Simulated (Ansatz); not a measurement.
Run report: Si2NH6SCl, geometry relaxation (part 1 of 2)

System: Si2NH6SCl.
Method: RKS B3LYP-D4/STO-3G (Ansatz 0.2.0).

It belongs to a series of runs on one base structure; here: start relaxed. Figures and captions count atoms from 1; the log counts them from 0 in places.

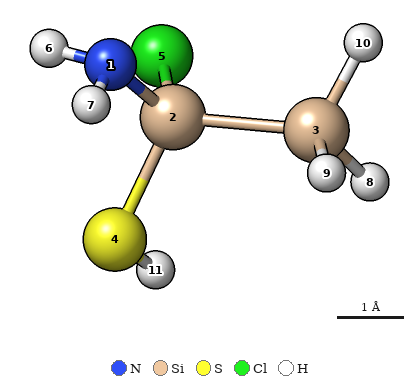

The input geometry (ball-and-stick view, seen at an oblique angle; atoms are numbered from 1 in the order of the input). Bond lengths as drawn: Cl–Si 2.06 Å, H–N 1.02 to 1.07 Å, H–S 1.29 Å, H–Si 1.51 to 1.53 Å, N–Si 1.65 Å, Si–Si 2.29 Å and S–Si 2.07 Å.

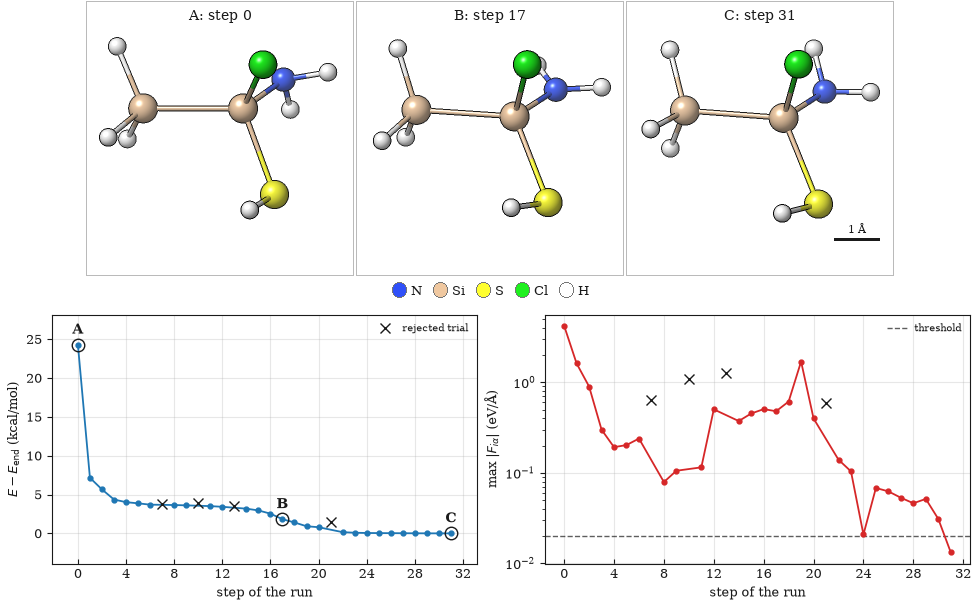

Frames of the relaxation (ball-and-stick view, seen at a tilt) above the curves, on which the letters mark them (the first geometry is step 0 here and step 1 in the log).

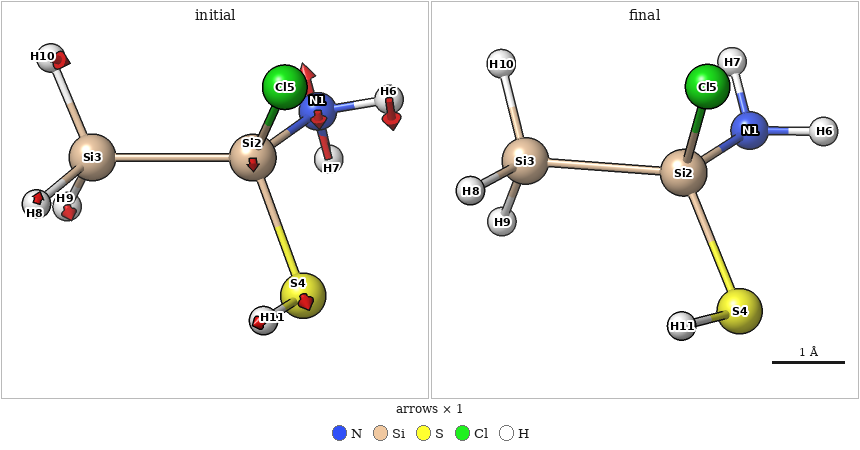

Before (left) and after (right) the relaxation, at one scale (ball-and-stick view, seen at a tilt). The red arrows give the displacements, at true length. The energy falls by 24.3 kcal/mol in 31 geometry steps. Largest force component: 4.2 eV/Å at the start, 0.013 eV/Å at the end. The line search rejected the trial steps at points 7, 10, 13, 21 (counted from 0) and went back. The largest move after the best rigid fit is that of H7, 1.45 Å. Largest moves by element: H 1.45 Å, N 0.31 Å, S 0.30 Å, Si 0.21 Å, Cl 0.10 Å. Among the contacts that change: Si2–Cl5 2.062 → 2.163 Å, N1–Si2 1.645 → 1.744 Å, Si3–H9 1.526 → 1.445 Å, Si3–H10 1.518 → 1.445 Å. Among the angles that change: Si2–S4–H11 100.8° → 93.5°, Si3–Si2–S4 110.8° → 117.6°, Si3–Si2–Cl5 111.7° → 106.1°. (Atoms are counted from 1 in the order of the input.)

These pictures come from the run below.

## The input
```yaml
crystal:
  periodic: [false, false, false]
  atoms:
    - { symbol: "N", position_ang: [-1.0214, 1.5729, -0.1324] }
    - { symbol: Si, position_ang: [-0.2088, 0.1912, -0.5034] }
    - { symbol: Si, position_ang: [1.3774, -0.407, 1.0328] }
    - { symbol: S, position_ang: [-1.6851, -1.258, -0.6379] }
    - { symbol: Cl, position_ang: [0.5978, 0.4029, -2.3889] }
    - { symbol: H, position_ang: [-1.5791, 1.9066, -0.9843] }
    - { symbol: H, position_ang: [-1.7624, 1.3959, 0.5446] }
    - { symbol: H, position_ang: [2.0531, -1.7045, 0.6782] }
    - { symbol: H, position_ang: [0.8139, -0.5314, 2.4457] }
    - { symbol: H, position_ang: [2.5061, 0.6007, 1.151] }
    - { symbol: H, position_ang: [-1.026, -2.2264, -1.1847] }
basis:
  gaussian: { orbitals: STO-3G }
hamiltonian:
  xc: b3lyp
  dispersion: d4
relax:
  f_tol: 0.02
  max_steps: 40
scf:
  lower_state_search: "off"
```

Run as:
```bash
ansatz run input.yaml --threads 1 --pin off --max-ram 2048MiB --backend cpu --events-out ev --progress --plain --runs-dir out
```

## The program's output
```
The last accepted step is kept in [file] (removed where the run ends without a failure and the disk answers)
Engine: ansatz 0.2.0, aarch64-unknown-linux-gnu
Functional definition: B3LYP
  parameter a0 = 0.2
  parameter ax = 0.72
  parameter ac = 0.81
  exchange = (1 - a0 - ax)*slater_x + ax*b88_x + a0*exact_x
  correlation = (1 - ac)*vwn_rpa_c + ac*lyp_c
these checks for a lower state are left out or cut short: stability, starts, cluster_reference, orbital_swaps, neighbouring_geometries, increment
610 factors; integrals over basis functions are off by at most 1.3e-5 eV
mean field evaluation 1: about -40240.2771 eV, gradient 3.1e1 eV
mean field evaluation 2: about -40240.7620 eV, gradient 3.0e1 eV
mean field evaluation 4: about -40243.8534 eV, gradient 7.4e-1 eV
mean field evaluation 8: about -40243.8322 eV, gradient 6.6e-3 eV
mean field -40243.83217282 eV, -1478.9335541021 hartree, gradient 1.5e-6 eV, S^2 0.000000; 0 other end points of the search recorded, 0 dependent functions left out
the calculation of the forces begins
reference -40243.83238996 eV, -1478.9335620817 hartree; 37, 37 occupied and 10, 10 virtual orbitals, 610 factors
relax step   1: F+E_penalty+E_count = -40244.42325022 eV  Δ(F+E_penalty+E_count) = +0.000e0 eV  max|allowed force component| = 4.212e0 eV/Å  Δτ_max = 0.0000 Å  (13 SCF iters, accepted)
these checks for a lower state are left out or cut short: stability, starts, cluster_reference, orbital_swaps, neighbouring_geometries, increment
610 factors; integrals over basis functions are off by at most 2.5e-5 eV
mean field evaluation 16: about -40244.2919 eV, gradient 8.1e0 eV
mean field -40244.58932725 eV, -1478.9613790142 hartree, gradient 1.9e-6 eV, S^2 0.000000; 0 other end points of the search recorded, 0 dependent functions left out
[... from here on the field's lines of each further geometry are left out, up to the last ...]
relax step   2: F+E_penalty+E_count = -40245.16615002 eV  Δ(F+E_penalty+E_count) = -7.429e-1 eV  max|allowed force component| = 1.616e0 eV/Å  Δτ_max = 0.1948 Å  (16 SCF iters, accepted)
relax step   3: F+E_penalty+E_count = -40245.23103094 eV  Δ(F+E_penalty+E_count) = -6.488e-2 eV  max|allowed force component| = 8.997e-1 eV/Å  Δτ_max = 0.1944 Å  (16 SCF iters, accepted)
relax step   4: F+E_penalty+E_count = -40245.28747267 eV  Δ(F+E_penalty+E_count) = -5.644e-2 eV  max|allowed force component| = 2.999e-1 eV/Å  Δτ_max = 0.1044 Å  (16 SCF iters, accepted)
relax step   5: F+E_penalty+E_count = -40245.30227691 eV  Δ(F+E_penalty+E_count) = -1.480e-2 eV  max|allowed force component| = 1.923e-1 eV/Å  Δτ_max = 0.1063 Å  (16 SCF iters, accepted)
relax step   6: F+E_penalty+E_count = -40245.30878930 eV  Δ(F+E_penalty+E_count) = -6.512e-3 eV  max|allowed force component| = 2.029e-1 eV/Å  Δτ_max = 0.0844 Å  (16 SCF iters, accepted)
relax step   7: F+E_penalty+E_count = -40245.31616577 eV  Δ(F+E_penalty+E_count) = -7.376e-3 eV  max|allowed force component| = 2.393e-1 eV/Å  Δτ_max = 0.1635 Å  (16 SCF iters, accepted)
relax step   8: F+E_penalty+E_count = -40245.31104102 eV  Δ(F+E_penalty+E_count) = +5.125e-3 eV  max|allowed force component| = 6.339e-1 eV/Å  Δτ_max = 0.0395 Å  (16 SCF iters, rejected (line search))
relax step   9: F+E_penalty+E_count = -40245.31825323 eV  Δ(F+E_penalty+E_count) = -2.087e-3 eV  max|allowed force component| = 7.918e-2 eV/Å  Δτ_max = 0.0184 Å  (17 SCF iters, accepted)
relax step  10: F+E_penalty+E_count = -40245.32005251 eV  Δ(F+E_penalty+E_count) = -1.799e-3 eV  max|allowed force component| = 1.055e-1 eV/Å  Δτ_max = 0.0697 Å  (16 SCF iters, accepted)
relax step  11: F+E_penalty+E_count = -40245.30935721 eV  Δ(F+E_penalty+E_count) = +1.070e-2 eV  max|allowed force component| = 1.098e0 eV/Å  Δτ_max = 0.1480 Å  (16 SCF iters, rejected (line search))
relax step  12: F+E_penalty+E_count = -40245.32436553 eV  Δ(F+E_penalty+E_count) = -4.313e-3 eV  max|allowed force component| = 1.151e-1 eV/Å  Δτ_max = 0.0738 Å  (16 SCF iters, accepted)
relax step  13: F+E_penalty+E_count = -40245.32809876 eV  Δ(F+E_penalty+E_count) = -3.733e-3 eV  max|allowed force component| = 5.032e-1 eV/Å  Δτ_max = 0.0749 Å  (16 SCF iters, accepted)
relax step  14: F+E_penalty+E_count = -40245.32563666 eV  Δ(F+E_penalty+E_count) = +2.462e-3 eV  max|allowed force component| = 1.269e0 eV/Å  Δτ_max = 0.1105 Å  (16 SCF iters, rejected (line search))
relax step  15: F+E_penalty+E_count = -40245.33857352 eV  Δ(F+E_penalty+E_count) = -1.047e-2 eV  max|allowed force component| = 3.736e-1 eV/Å  Δτ_max = 0.0552 Å  (16 SCF iters, accepted)
relax step  16: F+E_penalty+E_count = -40245.34837434 eV  Δ(F+E_penalty+E_count) = -9.801e-3 eV  max|allowed force component| = 4.527e-1 eV/Å  Δτ_max = 0.0563 Å  (16 SCF iters, accepted)
relax step  17: F+E_penalty+E_count = -40245.36644967 eV  Δ(F+E_penalty+E_count) = -1.808e-2 eV  max|allowed force component| = 5.059e-1 eV/Å  Δτ_max = 0.0844 Å  (16 SCF iters, accepted)
relax step  18: F+E_penalty+E_count = -40245.39744312 eV  Δ(F+E_penalty+E_count) = -3.099e-2 eV  max|allowed force component| = 4.798e-1 eV/Å  Δτ_max = 0.1266 Å  (16 SCF iters, accepted)
relax step  19: F+E_penalty+E_count = -40245.41554261 eV  Δ(F+E_penalty+E_count) = -1.810e-2 eV  max|allowed force component| = 6.132e-1 eV/Å  Δτ_max = 0.1898 Å  (16 SCF iters, accepted)
relax step  20: F+E_penalty+E_count = -40245.43670700 eV  Δ(F+E_penalty+E_count) = -2.116e-2 eV  max|allowed force component| = 1.698e0 eV/Å  Δτ_max = 0.1943 Å  (16 SCF iters, accepted)
relax step  21: F+E_penalty+E_count = -40245.44200800 eV  Δ(F+E_penalty+E_count) = -5.301e-3 eV  max|allowed force component| = 3.990e-1 eV/Å  Δτ_max = 0.1998 Å  (16 SCF iters, accepted)
relax step  22: F+E_penalty+E_count = -40245.41225791 eV  Δ(F+E_penalty+E_count) = +2.975e-2 eV  max|allowed force component| = 5.850e-1 eV/Å  Δτ_max = 0.2000 Å  (16 SCF iters, rejected (line search))
relax step  23: F+E_penalty+E_count = -40245.46968367 eV  Δ(F+E_penalty+E_count) = -2.768e-2 eV  max|allowed force component| = 1.398e-1 eV/Å  Δτ_max = 0.1000 Å  (16 SCF iters, accepted)
relax step  24: F+E_penalty+E_count = -40245.47291459 eV  Δ(F+E_penalty+E_count) = -3.231e-3 eV  max|allowed force component| = 1.038e-1 eV/Å  Δτ_max = 0.0542 Å  (16 SCF iters, accepted)
relax step  25: F+E_penalty+E_count = -40245.47430903 eV  Δ(F+E_penalty+E_count) = -1.394e-3 eV  max|allowed force component| = 2.086e-2 eV/Å  Δτ_max = 0.0451 Å  (17 SCF iters, accepted)
relax step  26: F+E_penalty+E_count = -40245.47493229 eV  Δ(F+E_penalty+E_count) = -6.233e-4 eV  max|allowed force component| = 6.811e-2 eV/Å  Δτ_max = 0.0526 Å  (17 SCF iters, accepted)
relax step  27: F+E_penalty+E_count = -40245.47530124 eV  Δ(F+E_penalty+E_count) = -3.689e-4 eV  max|allowed force component| = 6.243e-2 eV/Å  Δτ_max = 0.0431 Å  (17 SCF iters, accepted)
relax step  28: F+E_penalty+E_count = -40245.47564401 eV  Δ(F+E_penalty+E_count) = -3.428e-4 eV  max|allowed force component| = 5.312e-2 eV/Å  Δτ_max = 0.0258 Å  (17 SCF iters, accepted)
relax step  29: F+E_penalty+E_count = -40245.47604760 eV  Δ(F+E_penalty+E_count) = -4.036e-4 eV  max|allowed force component| = 4.616e-2 eV/Å  Δτ_max = 0.0452 Å  (17 SCF iters, accepted)
relax step  30: F+E_penalty+E_count = -40245.47626485 eV  Δ(F+E_penalty+E_count) = -2.172e-4 eV  max|allowed force component| = 5.152e-2 eV/Å  Δτ_max = 0.0379 Å  (17 SCF iters, accepted)
the calculation of the forces begins
reference -40244.89889330 eV, -1478.9727553564 hartree; 37, 37 occupied and 10, 10 virtual orbitals, 610 factors
relax step  31: F+E_penalty+E_count = -40245.47644263 eV  Δ(F+E_penalty+E_count) = -1.778e-4 eV  max|allowed force component| = 3.101e-2 eV/Å  Δτ_max = 0.0202 Å  (17 SCF iters, accepted)
these checks for a lower state are left out or cut short: stability, starts, cluster_reference, orbital_swaps, neighbouring_geometries, increment
610 factors; integrals over basis functions are off by at most 3.7e-5 eV
mean field -40244.89864406 eV, -1478.9727461972 hartree, gradient 2.1e-6 eV, S^2 0.000000; 0 other end points of the search recorded, 0 dependent functions left out
the calculation of the forces begins
reference -40244.89886298 eV, -1478.9727542425 hartree; 37, 37 occupied and 10, 10 virtual orbitals, 610 factors
relax step  32: F+E_penalty+E_count = -40245.47654652 eV  Δ(F+E_penalty+E_count) = -1.039e-4 eV  max|allowed force component| = 1.327e-2 eV/Å  Δτ_max = 0.0189 Å  (11 SCF iters, accepted)
Total energy: -40245.47676545 eV, -1478.9939917662 hartree
Atom 0 at    -1.236595     1.420693     0.024271 Å, force    -0.011858    -0.003845    -0.002691 eV/Å
Atom 1 at    -0.316380     0.024925    -0.473767 Å, force    -0.001546     0.013245    -0.000221 eV/Å
Atom 2 at     1.281605    -0.431161     1.075911 Å, force     0.013268    -0.006923     0.009790 eV/Å
Atom 3 at    -1.776132    -1.478550    -0.858020 Å, force     0.002389    -0.003157    -0.001545 eV/Å
Atom 4 at     0.736398     0.407204    -2.323950 Å, force     0.000686    -0.001377    -0.001908 eV/Å
Atom 5 at    -1.980579     1.720138    -0.645724 Å, force     0.004756     0.001720     0.003897 eV/Å
Atom 6 at    -0.667455     2.269807     0.238958 Å, force     0.003316    -0.000576    -0.001939 eV/Å
Atom 7 at     2.095446    -1.537769     0.631028 Å, force    -0.002908     0.006909     0.008245 eV/Å
Atom 8 at     0.657970    -0.784692     2.330433 Å, force     0.006389     0.001540    -0.010113 eV/Å
Atom 9 at     2.122871     0.725856     1.278491 Å, force    -0.011103    -0.008680    -0.004223 eV/Å
Atom 10 at    -0.851650    -2.393552    -1.256931 Å, force    -0.003389     0.001144     0.000708 eV/Å
Dipole moment:    -0.059162    -0.000991     0.433496 e Å
Checks for a lower state left out: stability, starts, cluster_reference, orbital_swaps, neighbouring_geometries, increment
```

## Trajectory as extended XYZ (Å, eV, eV/Å), 20 of the 32 frames kept, from step=1 to step=32
```
11
Properties=species:S:1:pos:R:3:forces:R:3 step=1 energy=-40244.42325
N    -1.0214    1.5729   -0.1324   -2.0911   4.2125  -1.1279
Si   -0.2088    0.1912   -0.5034    2.5684  -3.5548   0.5727
Si    1.3774   -0.4070    1.0328    1.7722   0.0652   1.5580
S    -1.6851   -1.2580   -0.6379   -2.8132   0.3309   0.8712
Cl    0.5978    0.4029   -2.3889    0.8105   0.3812  -1.3317
H    -1.5791    1.9066   -0.9843    0.7664   0.0275   0.8062
H    -1.7624    1.3959    0.5446   -0.8066  -0.0102   1.3394
H     2.0531   -1.7045    0.6782   -0.8389   1.0890   0.2392
H     0.8139   -0.5314    2.4457    0.4087   0.0625  -1.7295
H     2.5061    0.6007    1.1510   -1.2700  -0.9416  -0.2590
H    -1.0260   -2.2264   -1.1847    1.4936  -1.6620  -0.9386
11
Properties=species:S:1:pos:R:3:forces:R:3 step=3 energy=-40245.23103
N    -0.9969    1.6656   -0.1200   -0.4146   0.2194   0.3635
Si   -0.2560    0.1195   -0.4798    0.3384  -0.8997  -0.3878
Si    1.3710   -0.4059    1.0328   -0.1653   0.0851  -0.1532
S    -1.7175   -1.4577   -0.7214   -0.0530  -0.2043  -0.1457
Cl    0.6633    0.4276   -2.3956   -0.0582   0.0334   0.1999
H    -1.5558    2.0432   -0.9223   -0.0103  -0.0415  -0.0050
H    -1.6676    1.6199    0.6950    0.2693   0.0351  -0.2441
H     1.9778   -1.6663    0.6847    0.0336  -0.0348  -0.0581
H     0.7736   -0.5475    2.3357   -0.0384   0.0314   0.1190
H     2.3739    0.6257    1.0690    0.1087   0.0545   0.0399
H    -0.9003   -2.4814   -1.1573   -0.0101   0.7213   0.2716
11
Properties=species:S:1:pos:R:3:forces:R:3 step=4 energy=-40245.28747
N    -0.9912    1.6535   -0.1424   -0.2999   0.1751   0.2479
Si   -0.2562    0.0957   -0.4971   -0.0238  -0.2460  -0.1214
Si    1.3561   -0.4098    1.0303   -0.0581   0.0190  -0.0677
S    -1.7444   -1.4458   -0.7284    0.2819  -0.1513  -0.1804
Cl    0.6679    0.4128   -2.4021   -0.0302  -0.0299   0.0976
H    -1.6153    1.9911   -0.9178    0.0576  -0.0772   0.1240
H    -1.5943    1.6373    0.7247    0.2272   0.0085  -0.2890
H     1.9654   -1.6698    0.6821    0.0331  -0.0268  -0.0163
H     0.7565   -0.5457    2.3358   -0.0341   0.0185   0.0394
H     2.3644    0.6193    1.0756    0.0480   0.0306   0.0020
H    -0.8433   -2.3956   -1.1401   -0.2016   0.2796   0.1640
```
